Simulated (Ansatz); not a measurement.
Structure (in its standard cell), the end point of a relaxation with Ansatz 0.2.0, DFT LDA, scalar-relativistic, plane waves, PAW:

```cif
data_structure
_symmetry_space_group_name_H-M 'P6_3/mmc'
_symmetry_Int_Tables_number 194
_cell_length_a 2.9207
_cell_length_b 2.9207
_cell_length_c 5.3927
_cell_angle_alpha 90.000
_cell_angle_beta 90.000
_cell_angle_gamma 120.000
_cell_volume 39.84
loop_
_atom_site_label
_atom_site_type_symbol
_atom_site_symmetry_multiplicity
_atom_site_Wyckoff_symbol
_atom_site_fract_x
_atom_site_fract_y
_atom_site_fract_z
_atom_site_occupancy
Cd1 Cd 2 d 0.33333 0.66667 0.75000 1
```

**Predict the [201] zone-axis pattern (100 kV, kinematic, B = 0.8 Å²).**

The spots form a centred rectangular net whose two shortest vectors correspond to d = 2.53 Å and 1.84 Å, 68.6° apart. They are 0 1 0 and 1 0 -2. The pattern has symmetry 2mm. No reflection of this zone is absent.

Strongest reflections with d > 0.80 Å, one of each family (|F|² from tabulated Gaussian fits of the electron scattering factors, times a small damping for the curvature of the Ewald sphere):

```
    hkl  d (Å)  I (strongest = 100)
 1 1 -2  1.284                  100
  0 1 0  2.529                  100
 1 0 -2  1.845                   58
2 -1 -4  0.991                   45
  0 2 0  1.265                   24
  0 3 0  0.843                   24
```

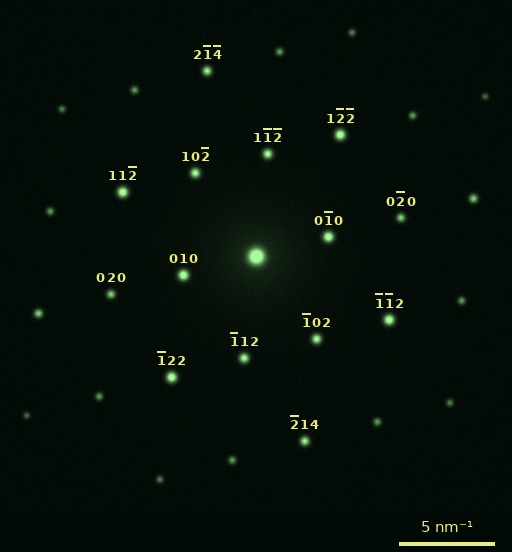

Calculated pattern, seen from the source side with [201] pointing towards the source.
